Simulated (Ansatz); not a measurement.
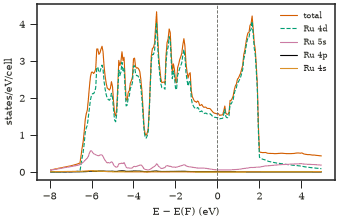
Fig. 1. Total and projected density of states of Ru (hcp (Mg type), P6_3/mmc), PBEsol (plane waves, PAW; program Ansatz)

### Question
Which orbitals carry the states next to the Fermi level?

### Answer
Within 0.5 eV of the Fermi level: Ru 4d 93 %. Projections are on Löwdin-orthogonalised atomic valence shells; empty p or d shells of many metals are not among them.

### Question
Where is the tallest occupied peak in this window, and what makes it?

### Answer
Near -2.9 eV, about 4.3 states/eV per cell; the largest projected share is Ru 4d.

Symmetry was held in the PBEsol relaxation. No spin polarisation was allowed. Spin–orbit coupling is left out wherever it is not named.

Potentials: the later of the program's two PAW sets.
